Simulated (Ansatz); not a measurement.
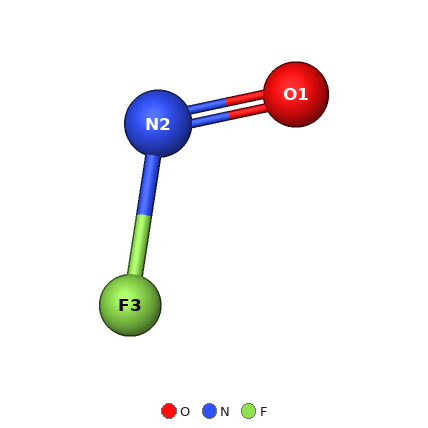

Harmonic vibrations computed with RKS PBE0-D4/def2-TZVP (Ansatz 0.2.0) at a stationary point of the same level.

Question: Is this a minimum or a saddle point?

Answer: A minimum: no imaginary frequency, and the lowest mode lies at 560 cm⁻¹.

Question: How many vibrational modes are there, and where do they lie?

Answer: 3 modes: 560, 824, 1969 cm⁻¹.
